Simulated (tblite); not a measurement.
Frequency calculation, with input and output: C$_{3}$H$_{10}$Cl$_{2}$Si$_{4}$

System: C$_{3}$H$_{10}$Cl$_{2}$Si$_{4}$.
Method: GFN2-xTB harmonic vibrations, gas phase (tblite 0.8.0).

It belongs to a series of runs on one base structure; here: H on Si replaced by vinyl.

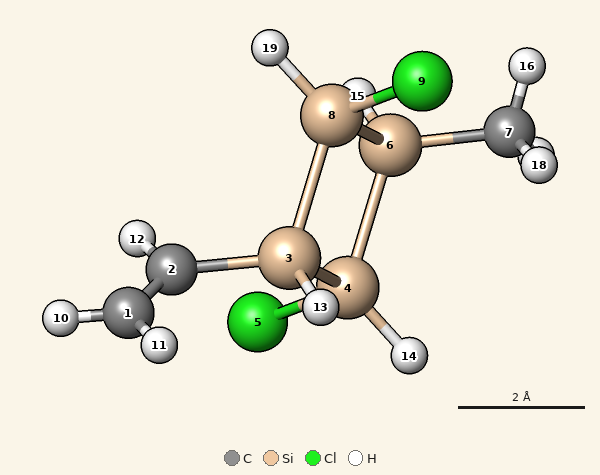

The structure as given in the input (ball-and-stick view, seen at a tilt; atoms are numbered from 1 in the order of the input).

## Summary

- outcome: converged
- total energy: −749.0051 eV
- zero-point energy: 71.9670 kcal/mol
- hardware: 1 CPU thread, shared host
- wall time: 2.9 s
- peak memory: 0.18 GiB

## Input file
```
{"job": {"kind": "ir", "xc": "GFN2-xTB", "basis": "xTB"}, "charge": 0, "multiplicity": 1}
C      3.998136    -0.387386    -0.169067
C      2.720234    -0.730319    -0.242187
Si     1.259243     0.396416     0.129003
Si    -0.389729     0.375843    -1.595208
Cl     0.134293    -0.847749    -3.161107
Si    -1.965428    -0.640397    -0.128693
C     -3.468843     0.469453     0.246371
Si    -0.316716    -0.623519     1.593588
Cl    -0.844666     0.603295     3.157759
H      4.802126    -1.068130    -0.404515
H      4.297788     0.602430     0.135762
H      2.477964    -1.738169    -0.559361
H      1.847181     1.698753     0.489972
H     -0.736359     1.619458    -2.296271
H     -2.534219    -1.952107    -0.493451
H     -4.063398     0.066211     1.060814
H     -4.124436     0.582267    -0.612593
H     -3.143460     1.461635     0.545246
H      0.040488    -1.863571     2.296476
```

The first line tells a small driver script what to run in tblite; the rest is the geometry in Å.

Launch command:
```bash
OMP_NUM_THREADS=1 python <driver script> task.json out
```

## What the program printed
```
mode    cm-1     km/mol
  1      19.2      0.73
  2      40.6      0.16
  3      58.6      2.31
  4      67.8      0.05
  5      74.1      1.02
  6      79.4      2.45
  7     105.1      2.07
  8     111.6      0.34
  9     126.3      0.04
 10     149.5      0.02
 11     198.3      1.04
 12     214.5      0.39
 13     278.4      0.51
 14     317.7     17.92
 15     332.1      1.05
 16     341.5      2.16
 17     370.6     10.22
 18     389.0      0.39
 19     464.2    227.68
 20     481.4      5.51
 21     488.0      6.33
 22     522.0    103.11
 23     525.2    234.43
 24     545.5    413.89
 25     591.9     16.59
 26     611.5     72.00
 27     631.3    335.90
 28     646.9     10.72
 29     711.8     10.61
 30     736.7     47.15
 31     798.6     94.23
 32     827.1     85.82
 33     908.9     17.97
 34    1002.6     11.35
 35    1024.3      8.62
 36    1276.1      2.17
 37    1370.0      8.59
 38    1415.5      1.53
 39    1485.8      1.66
 40    1488.8      0.78
 41    1650.3      2.38
 42    2124.1    260.94
 43    2133.8    130.85
 44    2150.0    134.01
 45    2153.1    520.39
 46    3022.3     36.24
 47    3030.5     16.87
 48    3036.3     24.05
 49    3040.0     15.00
 50    3073.7     38.23
 51    3099.4     31.17
```

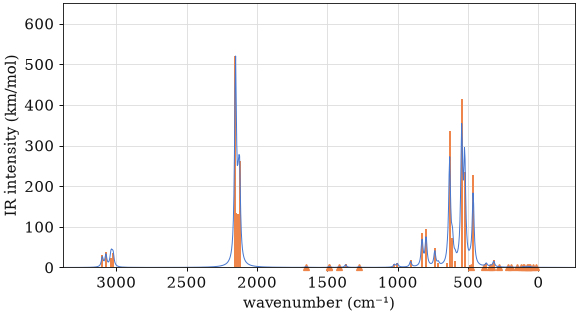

Harmonic infrared spectrum, unscaled: sticks (degenerate modes added up, dark ones marked on the axis) with a Lorentzian envelope of 16 cm⁻¹ full width, scaled to the tallest stick. 51 modes from 19 to 3099 cm⁻¹, none imaginary. The strongest line is at 2153 cm⁻¹ (520 km/mol).
